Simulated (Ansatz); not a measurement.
# CuPdC₄N₄: what the fields show

```cif
data_structure
_symmetry_space_group_name_H-M 'P 1'
_symmetry_Int_Tables_number 1
_cell_length_a 5.9679
_cell_length_b 5.9679
_cell_length_c 5.9679
_cell_angle_alpha 90.000
_cell_angle_beta 90.000
_cell_angle_gamma 90.000
_cell_volume 212.56
loop_
_atom_site_label
_atom_site_type_symbol
_atom_site_fract_x
_atom_site_fract_y
_atom_site_fract_z
_atom_site_occupancy
Cu1 Cu 0.00000 0.00000 0.00000 1
Pd1 Pd 0.50000 0.50000 0.50000 1
C1 C 0.18752 0.18752 0.18752 1
C2 C 0.18752 0.81248 0.81248 1
C3 C 0.81248 0.18752 0.81248 1
C4 C 0.81248 0.81248 0.18752 1
N1 N 0.30110 0.30110 0.30110 1
N2 N 0.30110 0.69890 0.69890 1
N3 N 0.69890 0.30110 0.69890 1
N4 N 0.69890 0.69890 0.30110 1
```

Space group P-43m; a structure generated by program, which may or may not match a known phase; spin-polarised.

Theory: DFT PBE, scalar-relativistic, plane waves, PAW (Ansatz 0.2.0).

In a PAW calculation such maps are meaningful between the atoms, not at the nuclei.

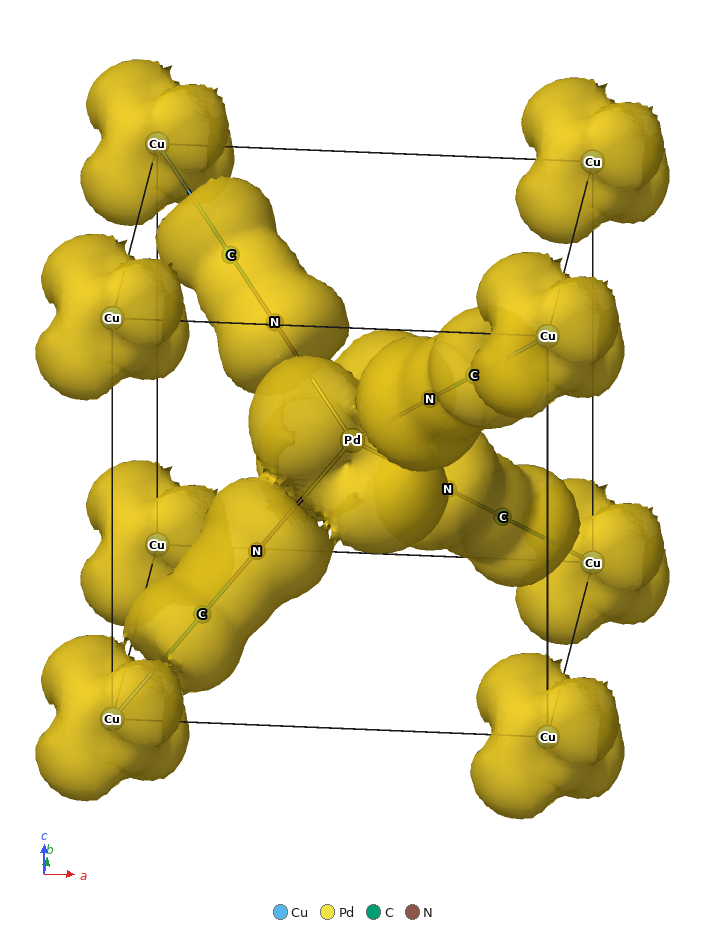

Figure 1. Isosurface of the magnetisation density (up minus down) at +0.01 e/Å³ (yellow), seen at an oblique angle. Sticks mark near contacts.

Describe the spin distribution.

The spin density sits on Cu: +0.4 μB; Pd: +1.2 μB in one cell of 10 atoms, with smaller moments on other sites: N (up to +0.07 μB): parallel main moments (a ferromagnetic arrangement) in this solution. The cell of the calculation (10 atoms) carries 3.0 μB of net spin moment.

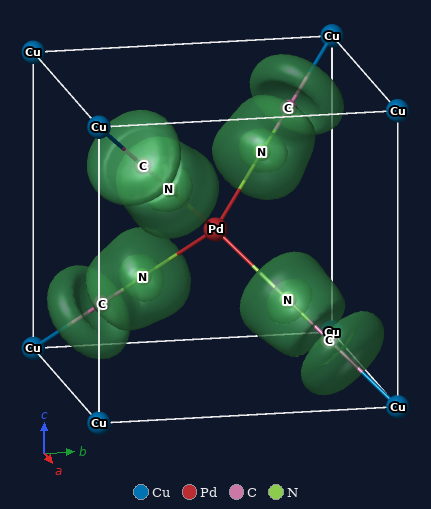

Figure 2. Isosurface of the electron localisation function at 0.7 (green), seen slightly off an axis. Core shells and regions of very low density are left out. Sticks mark near contacts.

Describe the localisation domains.

The ELF exceeds this value in four lobes of the valence shell of C pointing towards Cu (polar bonds) and four regions wrapped around N (the valence shell of each), counted in one cell of 10 atoms. Regions shared between cells count once. Along the contacts the grid gives the following. C–N (1.17 Å): the ELF peaks at about 0.85 between the atoms (inside overlapping PAW spheres, so only a guide); a short, multiple covalent bond. Cu–C (1.94 Å): the ELF peaks at about 0.95 in the valence shell of C, 0.6 Å from its nucleus, and is about 0.30 at the midpoint.

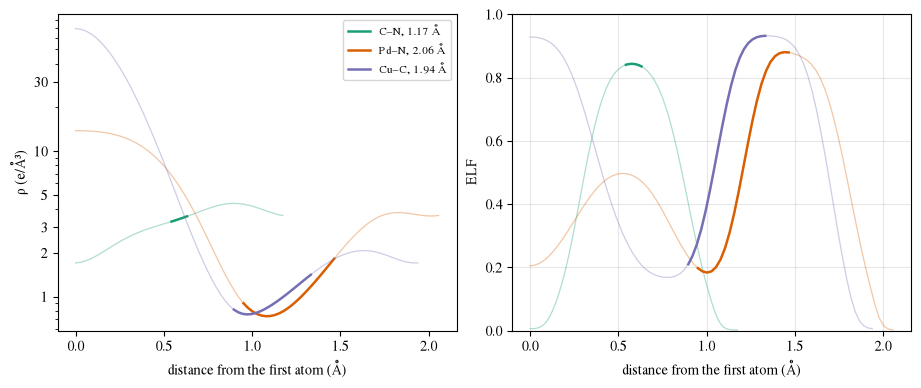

Figure 3. Valence pseudo-density and electron localisation function along straight lines between neighbouring atoms. Thin, pale parts lie inside the atomic spheres.

Compare the contacts.

C–N (1.17 Å): ρ at the midpoint is about 3.4 e/Å³; the ELF peaks at about 0.85 between the atoms (inside overlapping PAW spheres, so only a guide); a short, multiple covalent bond.
Pd–N (2.06 Å): ρ at the midpoint is about 0.76 e/Å³; the ELF peaks at about 0.90 in the valence shell of N, 0.6 Å from its nucleus, and drops to about 0.20 between the two atoms.
Cu–C (1.94 Å): ρ is about 0.75 e/Å³ halfway; the ELF peaks at about 0.95 in the valence shell of C, 0.6 Å from its nucleus, and is about 0.30 at the midpoint.
